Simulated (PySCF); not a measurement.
**UPBE0/STO-6G run of PO2 (phosphorus dioxide)**

What is the vertical ionisation energy of PO2 (phosphorus dioxide) at UPBE0/STO-6G? The job is set up through a Python script.

The results are computed with PySCF 2.14.0.

21 further runs of the same task are left out: 8 that didn't finish, 13 set aside as unsound or not needed.

## 1. The system as given

PO2 has 3 atoms, charge 0, and is taken as a doublet. As SMILES, `[O]P=O`. The shape is that of a GFN2-xTB optimisation.

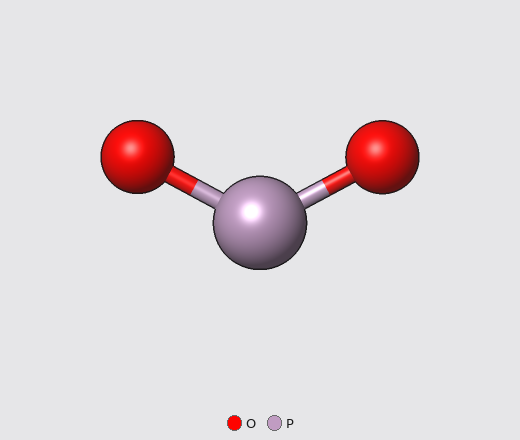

The structure, seen from a chosen angle (oxygen red, phosphorus pink).

## 2. A single-point energy at UPBE0/STO-6G

File job.py:

```python
# phosphorus dioxide
from pyscf import gto, dft

mol = gto.M(
    atom='O 0.331710 1.226310 0.317670; P -0.403940 0.077030 -0.212130; O 0.072230 -1.303340 -0.105540',
    spin=1,
    charge=0,
    basis='sto-6g',
    verbose=4,
    max_memory=1860,
)

mf = dft.UKS(mol, xc='pbe0')
mf.grids.level = 5
mf.conv_tol = 1e-10
mf.kernel()
if not mf.converged:
    mf = mf.newton().run(mf.mo_coeff, mf.mo_occ)

etot = mf.e_tot
print('E(%s) = %.9f' % ('PBE0', etot))
```

Run with:

```sh
$ OMP_NUM_THREADS=1 python job.py
```

What it wrote:

```text
PySCF version 2.14.0

[INPUT] num. atoms = 3
[INPUT] num. electrons = 31
[INPUT] charge = 0
[INPUT] spin (= nelec alpha-beta = 2S) = 1
[INPUT] symmetry False subgroup None
[INPUT] Mole.unit = angstrom
[INPUT] Symbol           X                Y                Z      unit          X                Y                Z       unit  Magmom
[INPUT]  1 O      0.331710000000   1.226310000000   0.317670000000 AA    0.626841052779   2.317390043815   0.600309297991 Bohr   0.0
[INPUT]  2 P     -0.403940000000   0.077030000000  -0.212130000000 AA   -0.763335970757   0.145565603375  -0.400867602804 Bohr   0.0
[INPUT]  3 O      0.072230000000  -1.303340000000  -0.105540000000 AA    0.136494917977  -2.462955647191  -0.199441695187 Bohr   0.0

nuclear repulsion = 99.8915577987568
number of shells = 11
number of NR pGTOs = 114
number of NR cGTOs = 19
basis = sto-6g
ecp = {}

******** <class 'pyscf.dft.uks.UKS'> ********
method = UKS
initial guess = minao
damping factor = 0
level_shift factor = 0
DIIS = <class 'pyscf.scf.diis.CDIIS'>
diis_start_cycle = 1
diis_space = 8
diis_damp = 0
SCF conv_tol = 1e-10
SCF conv_tol_grad = None
SCF max_cycles = 50
direct_scf = True
direct_scf_tol = 1e-13
number electrons alpha = 16  beta = 15
XC library pyscf.dft.libxc version 7.0.0
    S. Lehtola, C. Steigemann, M. J.T. Oliveira, and M. A.L. Marques.,  SoftwareX 7, 1–5 (2018)
XC functionals = pbe0
radial grids:
    Treutler-Ahlrichs [JCP 102, 346 (1995); DOI:10.1063/1.469408] (M4) radial grids

becke partition: Becke, JCP 88, 2547 (1988); DOI:10.1063/1.454033
pruning grids: <function nwchem_prune>
grids dens level: 5
symmetrized grids: False
atomic radii adjust function: <function treutler_atomic_radii_adjust>
small_rho_cutoff = 0
Set gradient conv threshold to 1e-05
tot grids = 129544
init E= -490.06263262726
[... the frontier-level lines of each cycle are left out ...]


cycle= 1 E= -489.161092646766  delta_E= 0.902  |g|= 0.663  |ddm|=  2.1
cycle= 2 E= -488.909139065281  delta_E= 0.252  |g|= 0.869  |ddm|= 2.29
cycle= 3 E= -489.533784352489  delta_E= -0.625  |g|= 0.02  |ddm|= 1.37
cycle= 4 E= -489.534342511953  delta_E= -0.000558  |g|= 0.0138  |ddm|= 0.0651
cycle= 5 E= -489.534219494295  delta_E= 0.000123  |g|= 0.0212  |ddm|= 0.0379
cycle= 6 E= -489.534507203878  delta_E= -0.000288  |g|= 0.000744  |ddm|= 0.0289
cycle= 7 E= -489.534508722104  delta_E= -1.52e-06  |g|= 0.000222  |ddm|= 0.00318
cycle= 8 E= -489.534508852731  delta_E= -1.31e-07  |g|= 5.06e-05  |ddm|= 0.0011
cycle= 9 E= -489.534508855661  delta_E= -2.93e-09  |g|= 6e-06  |ddm|= 0.000134
cycle= 10 E= -489.534508855736  delta_E= -7.44e-11  |g|= 3.63e-06  |ddm|= 2.66e-05
Extra cycle  E= -489.534508855708  delta_E= 2.75e-11  |g|= 8.98e-06  |ddm|= 1.74e-05
converged SCF energy = -489.534508855708  <S^2> = 0.75602769  2S+1 = 2.0060186
E(PBE0) = -489.534508856
```

Run time: 4.5 s. Hardware: 1 thread of Arm Neoverse V1, shared host; peak memory 0.2 GiB.

## 3. The singlet cation, same level

File input.py:

```python
from pyscf import gto, dft

mol = gto.Mole()
mol.atom = [
    ('O', (0.331710, 1.226310, 0.317670)),
    ('P', (-0.403940, 0.077030, -0.212130)),
    ('O', (0.072230, -1.303340, -0.105540)),
]
mol.basis = 'sto-6g'
mol.spin = 0
mol.charge = 1
mol.max_memory = 1860
mol.verbose = 4
mol.build()

ks = dft.RKS(mol)
ks.xc = 'pbe0'
ks.conv_tol = 1e-10
ks.grids.level = 5
ks.kernel()
if not ks.converged:
    ks = ks.newton().run(ks.mo_coeff, ks.mo_occ)

etot = ks.e_tot
print('E(%s) = %.9f' % ('PBE0', etot))
```

Run with:

```sh
$ OMP_NUM_THREADS=1 python input.py
```

What it wrote:

```text
PySCF version 2.14.0

[INPUT] num. atoms = 3
[INPUT] num. electrons = 30
[INPUT] charge = 1
[INPUT] spin (= nelec alpha-beta = 2S) = 0
[INPUT] symmetry False subgroup None
[INPUT] Mole.unit = angstrom
[INPUT] Symbol           X                Y                Z      unit          X                Y                Z       unit  Magmom
[INPUT]  1 O      0.331710000000   1.226310000000   0.317670000000 AA    0.626841052779   2.317390043815   0.600309297991 Bohr   0.0
[INPUT]  2 P     -0.403940000000   0.077030000000  -0.212130000000 AA   -0.763335970757   0.145565603375  -0.400867602804 Bohr   0.0
[INPUT]  3 O      0.072230000000  -1.303340000000  -0.105540000000 AA    0.136494917977  -2.462955647191  -0.199441695187 Bohr   0.0

nuclear repulsion = 99.8915577987568
number of shells = 11
number of NR pGTOs = 114
number of NR cGTOs = 19
basis = sto-6g
ecp = {}

******** <class 'pyscf.dft.rks.RKS'> ********
method = RKS
initial guess = minao
damping factor = 0
level_shift factor = 0
DIIS = <class 'pyscf.scf.diis.CDIIS'>
diis_start_cycle = 1
diis_space = 8
diis_damp = 0
SCF conv_tol = 1e-10
SCF conv_tol_grad = None
SCF max_cycles = 50
direct_scf = True
direct_scf_tol = 1e-13
XC library pyscf.dft.libxc version 7.0.0
    S. Lehtola, C. Steigemann, M. J.T. Oliveira, and M. A.L. Marques.,  SoftwareX 7, 1–5 (2018)
XC functionals = pbe0
radial grids:
    Treutler-Ahlrichs [JCP 102, 346 (1995); DOI:10.1063/1.469408] (M4) radial grids

becke partition: Becke, JCP 88, 2547 (1988); DOI:10.1063/1.454033
pruning grids: <function nwchem_prune>
grids dens level: 5
symmetrized grids: False
atomic radii adjust function: <function treutler_atomic_radii_adjust>
small_rho_cutoff = 0
Set gradient conv threshold to 1e-05
Initial guess from minao.
tot grids = 129544
init E= -490.06263262726
  HOMO = -0.39689552682278  LUMO = -0.23447889429301  gap/eV = 4.41958
cycle= 1 E= -488.78536593313  delta_E= 1.28  |g|= 1.07  |ddm|= 2.97
  HOMO = -0.334355057838906  LUMO = -0.274945228583316  gap/eV = 1.61662
cycle= 2 E= -488.138826770941  delta_E= 0.647  |g|=  1.6  |ddm|= 3.83
  HOMO = -0.57141865684387  LUMO = -0.438983356344837  gap/eV = 3.60375
cycle= 3 E= -489.236762955094  delta_E= -1.1  |g|= 0.0334  |ddm|= 2.54
  HOMO = -0.577865215050435  LUMO = -0.438606155071899  gap/eV = 3.78943
cycle= 4 E= -489.237092095923  delta_E= -0.000329  |g|= 0.0263  |ddm|= 0.0772
  HOMO = -0.577943918365066  LUMO = -0.438670745166598  gap/eV = 3.78982
cycle= 5 E= -489.237262514796  delta_E= -0.00017  |g|= 0.00983  |ddm|= 0.0365
  HOMO = -0.578212610757711  LUMO = -0.438900406525494  gap/eV = 3.79088
cycle= 6 E= -489.237290941198  delta_E= -2.84e-05  |g|= 0.00134  |ddm|= 0.0108
  HOMO = -0.578265811424553  LUMO = -0.438888987780708  gap/eV = 3.79264
cycle= 7 E= -489.237291535231  delta_E= -5.94e-07  |g|= 0.00025  |ddm|= 0.00164
  HOMO = -0.578295564735723  LUMO = -0.438897791682577  gap/eV = 3.79321
cycle= 8 E= -489.237291556162  delta_E= -2.09e-08  |g|= 4.1e-06  |ddm|= 0.000315
  HOMO = -0.578295959000561  LUMO = -0.438897337638784  gap/eV = 3.79323
cycle= 9 E= -489.237291556168  delta_E= -6.37e-12  |g|= 2.28e-06  |ddm|= 9.57e-06
  HOMO = -0.578295246397392  LUMO = -0.438897077775141  gap/eV = 3.79322
Extra cycle  E= -489.237291556162  delta_E= 6.14e-12  |g|= 4.83e-06  |ddm|= 9e-06
converged SCF energy = -489.237291556162
E(PBE0) = -489.237291556
```

It took 2.9 s on 1 thread of Arm Neoverse V1, shared host; peak memory 0.19 GiB.

## 4. Summary of results

Level: UPBE0/STO-6G.

| quantity | value |
| --- | --- |
| doublet PO2: total energy | -489.53451 Eh |
| doublet PO2: dipole moment | 1.05 D |
| doublet PO2: HOMO energy (highest over α and β) | -4.18 eV |
| doublet PO2: LUMO energy (lowest over α and β) | -0.01 eV |
| doublet PO2: ⟨S²⟩ | 0.756 |
| singlet cation: total energy | -489.23729 Eh |
| singlet cation: HOMO energy | -15.74 eV |
| singlet cation: LUMO energy | -11.94 eV |
| singlet cation: HOMO–LUMO gap | 3.79 eV |
| vertical ionisation energy (to the singlet cation) | 8.088 eV |

Removing an electron at fixed nuclei costs 8.09 eV (187 kcal/mol). Only the singlet of the ionised species was computed; a triplet could lie lower. In a minimal basis such a difference can be off by several eV, whatever the method. Mulliken charges (doublet PO2) run from -0.38 on O1 to +0.75 on P2. Mulliken charges (singlet cation) run from -0.12 on O1 to +1.24 on P2.
